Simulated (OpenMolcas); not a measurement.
# Multiconfigurational calculation for Rh⁴⁺ complex (part 2 of 2)

The same run, continued: Rh⁴⁺ with 6 ligands (F; octahedron, 1.91 Å), neutralised by 6 outer point charges of +0.33 e, whose field is part of the energies. Method: state-averaged CASSCF, active space 5 electrons in the shell 4d, basis ANO-RCC-VDZP on the metal and ANO-RCC-VDZP on the ligands, DKH2 scalar Hamiltonian, spin-orbit coupling by RASSI with atomic mean-field integrals (OpenMolcas).

**Output (extracts), continued**
```
--- RASSI ---
SPIN-FREE ENERGIES:
  (Shifted by EMIN (a.u.) =      -5378.2489014028)

 SF State       Relative EMIN(au)   Rel lowest level(eV)    D:o, cm**(-1)

    26             0.0000000000        0.0000000000              0.0000
    27             0.0000000000        0.0000000000              0.0000
    28             0.0000000000        0.0000000000              0.0000
     4             0.0609664171        1.6589807241          13380.5819
     2             0.0609664171        1.6589807241          13380.5819
     3             0.0609664171        1.6589807241          13380.5819
     1             0.0736167533        2.0032139084          16157.0098
     7             0.0893577735        2.4315488881          19611.7644
     5             0.0893577735        2.4315488881          19611.7644
     6             0.0893577735        2.4315488881          19611.7644
    29             0.1085199595        2.9529785323          23817.3781
    30             0.1085199595        2.9529785323          23817.3781
    31             0.1085199595        2.9529785323          23817.3781
    32             0.1111542294        3.0246606684          24395.5335
    33             0.1208443304        3.2883417491          26522.2649
    34             0.1208443304        3.2883417491          26522.2649
    35             0.1208443304        3.2883417491          26522.2649
    36             0.1297280765        3.5300807966          28472.0218
    37             0.1297280765        3.5300807966          28472.0218
    38             0.1539726905        4.1898103529          33793.0995
    39             0.1539726905        4.1898103529          33793.0995
    40             0.1539726905        4.1898103529          33793.0995
    41             0.1597161556        4.3460980005          35053.6444
    42             0.1597161556        4.3460980005          35053.6444
    43             0.1597161556        4.3460980005          35053.6444
     8             0.1723808869        4.6907228935          37833.2316
    44             0.1777941355        4.8380248927          39021.3023
    10             0.1793140837        4.8793847910          39354.8924
     9             0.1793140837        4.8793847910          39354.8924
    12             0.1919543774        5.2233447056          42129.1162
    13             0.1919543774        5.2233447056          42129.1162
    11             0.1919543774        5.2233447056          42129.1162
    45             0.1995407372        5.4297800719          43794.1297
    46             0.1995407372        5.4297800719          43794.1297
    14             0.2009047693        5.4668972749          44093.5002
    15             0.2009047693        5.4668972749          44093.5002
    47             0.2210115120        6.0140296191          48506.4201
    48             0.2324979306        6.3265909913          51027.3976
    49             0.2324979306        6.3265909913          51027.3976
    50             0.2324979306        6.3265909913          51027.3976
Eigenvalues of complex Hamiltonian:
   -----------------------------------
  (Shifted by EMIN (a.u.) =      -5378.2489014028)

 SO State       Relative EMIN(au)   Rel lowest level(eV)    D:o, cm**(-1)

     1            -0.0090644621        0.0000000000              0.0000
     2            -0.0090644621        0.0000000000              0.0000
     3             0.0018352475        0.2965962085           2392.2098
     4             0.0018352475        0.2965962085           2392.2098
     5             0.0018352475        0.2965962086           2392.2098
     6             0.0018352475        0.2965962086           2392.2098
     7             0.0549756682        1.7426207202          14055.1840
     8             0.0549756682        1.7426207202          14055.1840
     9             0.0549756682        1.7426207198          14055.1840
    10             0.0549756682        1.7426207198          14055.1840
    11             0.0561629865        1.7749292988          14315.7702
    12             0.0561629865        1.7749292988          14315.7702
    13             0.0608936449        1.9036570715          15354.0298
    14             0.0608936449        1.9036570715          15354.0298
    15             0.0608936449        1.9036570718          15354.0298
    16             0.0608936449        1.9036570718          15354.0298
    17             0.0623134181        1.9422910666          15665.6339
    18             0.0623134181        1.9422910666          15665.6339
    19             0.0769178785        2.3396986800          18870.9425
    20             0.0769178785        2.3396986798          18870.9425
    21             0.0769178785        2.3396986798          18870.9425
    22             0.0769178785        2.3396986800          18870.9425
    23             0.0772379570        2.3484084612          18941.1916
    24             0.0772379570        2.3484084612          18941.1916
    25             0.0876338631        2.6312954761          21222.8293
    26             0.0876338631        2.6312954761          21222.8293
    27             0.0880396616        2.6423378152          21311.8917
    28             0.0880396616        2.6423378152          21311.8917
    29             0.0880396616        2.6423378157          21311.8917
    30             0.0880396616        2.6423378157          21311.8917
    31             0.0892789802        2.6760613937          21583.8908
    32             0.0892789802        2.6760613941          21583.8908
    33             0.0892789802        2.6760613937          21583.8908
    34             0.0892789802        2.6760613941          21583.8908
    35             0.0896175225        2.6852735986          21658.1922
    36             0.0896175225        2.6852735986          21658.1922
    37             0.1052965246        3.1119209803          25099.3354
    38             0.1052965246        3.1119209803          25099.3354
    39             0.1052965246        3.1119209796          25099.3354
    40             0.1052965246        3.1119209796          25099.3354
    41             0.1106090977        3.2564834606          26265.3104
Weights of the five most important spin-orbit-free states for each spin-orbit state.

 SO State  Total energy (au)           Spin-free states, spin, and weights
 -------------------------------------------------------------------------------------------------------
    1        -0.009064      27 0.5  0.3239   26 0.5  0.3239   28 0.5  0.3239    3 1.5  0.0073    2 1.5  0.0073
    2        -0.009064      27 0.5  0.3239   26 0.5  0.3239   28 0.5  0.3239    3 1.5  0.0073    2 1.5  0.0073
    3         0.001835      28 0.5  0.5109   27 0.5  0.2406   26 0.5  0.2286    2 1.5  0.0045    4 1.5  0.0045
    4         0.001835      28 0.5  0.5109   27 0.5  0.2414   26 0.5  0.2278    2 1.5  0.0045    4 1.5  0.0045
    5         0.001835      26 0.5  0.4256   27 0.5  0.4120   28 0.5  0.1425    3 1.5  0.0045    4 1.5  0.0045
    6         0.001835      26 0.5  0.4247   27 0.5  0.4128   28 0.5  0.1425    3 1.5  0.0045    4 1.5  0.0045
    7         0.054976       4 1.5  0.4289    3 1.5  0.3290    1 2.5  0.1762    2 1.5  0.0362    7 1.5  0.0082
    8         0.054976       4 1.5  0.4290    3 1.5  0.3289    1 2.5  0.1762    2 1.5  0.0362    7 1.5  0.0082
    9         0.054976       2 1.5  0.4932    3 1.5  0.2004    1 2.5  0.1762    4 1.5  0.1005    6 1.5  0.0072
   10         0.054976       2 1.5  0.4932    3 1.5  0.2005    1 2.5  0.1762    4 1.5  0.1004    6 1.5  0.0072
   11         0.056163       4 1.5  0.2588    3 1.5  0.2588    2 1.5  0.2588    1 2.5  0.1972   27 0.5  0.0064
   12         0.056163       4 1.5  0.2588    3 1.5  0.2588    2 1.5  0.2588    1 2.5  0.1972   27 0.5  0.0064
```

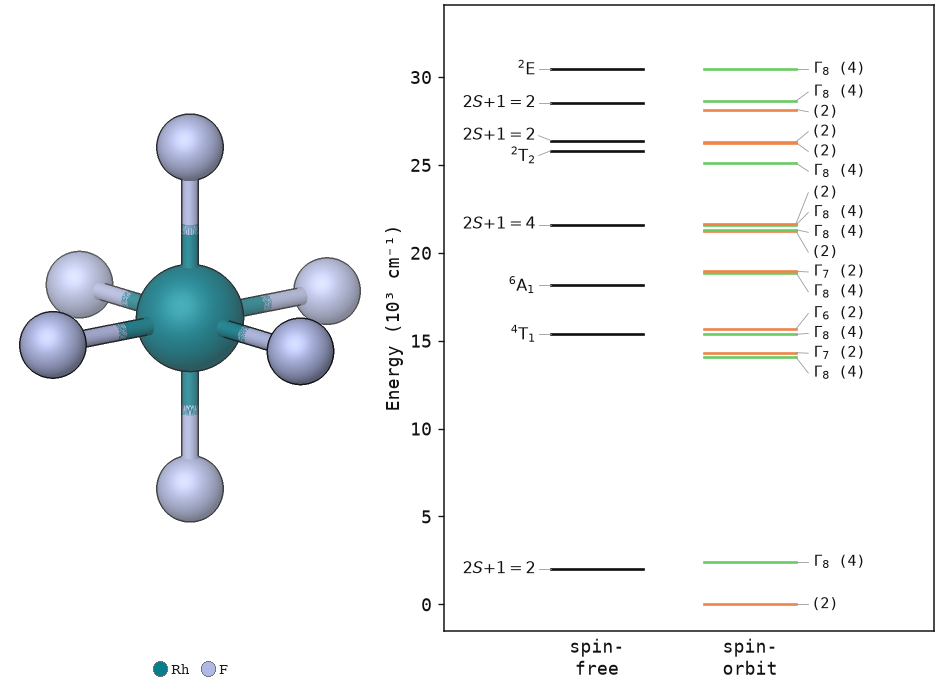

*Rh⁴⁺ (4d⁵) with 6 ligands, F⁻, at 1.91 Å (arrangement: octahedron, Oh), neutralised by outer point charges of +0.33 e, and its levels. Labels give the representation in O, Td, D4 or D3 as the site allows (double group for half-integer spin) where it could be assigned and, in brackets, the degeneracy; spin-free states, where drawn, share the zero of the spin-orbit levels.*

The ground level is a Kramers doublet, 98 % from states of spin multiplicity 2. Its principal g values are 2.04, 2.04 and 2.04, isotropic. The next level lies at 2,390 cm⁻¹ (Γ₈). The active orbitals hold 71 to 85 % metal character (Löwdin), and the Mulliken charge of the metal is +1.98.

**The input**
```
&GATEWAY
Coord
7

Rh 0.0 0.0 0.0
F 1.910000 0.000000 0.000000
F 0.000000 1.910000 0.000000
F -1.910000 0.000000 0.000000
F 0.000000 -1.910000 0.000000
F 0.000000 0.000000 1.910000
F 0.000000 0.000000 -1.910000
Basis=Rh.ANO-RCC-VDZP,F.ANO-RCC-VDZP
Group=XYZ
NoMove
AngMom=0.0 0.0 0.0
AMFI
RICD
XField
3 Angstrom 0
5.110000 0.000000 0.000000 0.333333
0.000000 5.110000 0.000000 0.333333
0.000000 0.000000 5.110000 0.333333
&SEWARD
&RASSCF
FileOrb=start.orb
Symmetry=1
Spin=6
nActEl=5 0 0
Inactive=24 24
Ras2=5 0
CIRoot=1 1 1
SDav=1
CIMx=300
Iter=150 100
PrWF=0.3
OrbListing=Nothing
MaxOrb=0
LevShft=1.0
>>> COPY $Project.JobIph JOB001
&RASSCF
FileOrb=start.orb
Symmetry=1
Spin=4
nActEl=5 0 0
Inactive=24 24
Ras2=5 0
CIRoot=24 24 1
SDav=24
CIMx=300
Iter=150 100
PrWF=0.3
OrbListing=Nothing
MaxOrb=0
LevShft=1.0
>>> COPY $Project.JobIph JOB002
&RASSCF
FileOrb=start.orb
Symmetry=1
Spin=2
nActEl=5 0 0
Inactive=24 24
Ras2=5 0
CIRoot=75 75 1
SDav=75
CIMx=300
Iter=150 100
PrWF=0.3
OrbListing=Nothing
MaxOrb=0
LevShft=1.0
>>> COPY $Project.JobIph JOB003
&RASSI
NrOfJobIphs=3 1 24 75
1
1 2 3 4 5 6 7 8 9 10 11 12 13 14 15 16 17 18 19 20 21 22 23 24
1 2 3 4 5 6 7 8 9 10 11 12 13 14 15 16 17 18 19 20 21 22 23 24 25 26 27
28 29 30 31 32 33 34 35 36 37 38 39 40 41 42 43 44 45 46 47 48 49 50 51
52 53 54 55 56 57 58 59 60 61 62 63 64 65 66 67 68 69 70 71 72 73 74 75
IphNames
JOB001
JOB002
JOB003
EJob
SpinOrbit
DIPRint=1.0
SOCoupling=1000.0
Subsets=2
Property=9
'ANGMOM' 1 'ANGMOM' 2 'ANGMOM' 3 'MLTPL  1' 1 'MLTPL  1' 2 'MLTPL  1' 3
'AMFI' 1 'AMFI' 2 'AMFI' 3
SOProperty=3
'ANGMOM' 1 'ANGMOM' 2 'ANGMOM' 3
```

The file start.orb holds starting orbitals from an earlier step. A driver script formed the levels outside the program, from RASSI's spin-orbit matrix and the active-space energies, averaged over the components of each term or state.

Run as:
```bash
OMP_NUM_THREADS=1 MOLCAS_MEM=2457 MOLCAS_PROJECT=a pymolcas a.inp > a.log  # once for each step of the input, in one work folder
```

**Results in brief**

- outcome: converged
- energy of the lowest spin-free term: −5378.24890 hartree
- energy of the lowest spin-orbit level: −5378.25797 hartree
- largest spread among components of a term: 0.0 cm⁻¹
- hardware: 1 thread of Intel Xeon (Sapphire Rapids), 16 GiB of memory available, shared host
- wall time: 58 s
- peak memory: 0.38 GiB

**Notes**

Without dynamic correlation the splittings between terms come out too large, often by 20 to 50 %. Limits: small active space favours high spin, ground spin may be wrong; covalent bonds, ligand orbitals missing from the active space; distances are set from ionic radii, not optimised.
